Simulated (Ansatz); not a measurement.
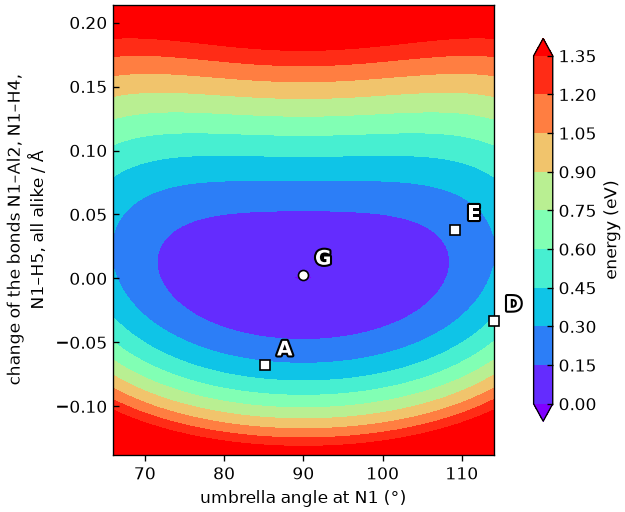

AlH₃NS, SMILES [NH2][AlH][S], spin multiplicity 2. Coordinates scanned: (1) umbrella angle at N1 (between each of its bonds and their common axis; 90 is planar); (2) change of the bonds N1–Al2, N1–H4, N1–H5, all alike. Nothing is relaxed (all other coordinates rigid). The scan uses an 11 × 11 grid; 80 points were computed and 41 follow by symmetry. Points are written as (first, second). Energies: eV, counted from the lowest grid point. The calculation used UKS PBE0-D4/def2-TZVP in Ansatz.

Drawn: filled contours, one colour for all values above the top of the scale, lettered points. Between grid points the surface is interpolated.

Q: What kind of point is each of A, G: minimum, saddle, maximum or slope?

A: A: on a slope; G: minimum. (In these two coordinates alone; a stationary point may lie a little off the grid point.)

Q: Rank the lettered points by energy, lowest first.

A: G (0.00 eV), E (0.19 eV), A (0.33 eV), D (0.47 eV).
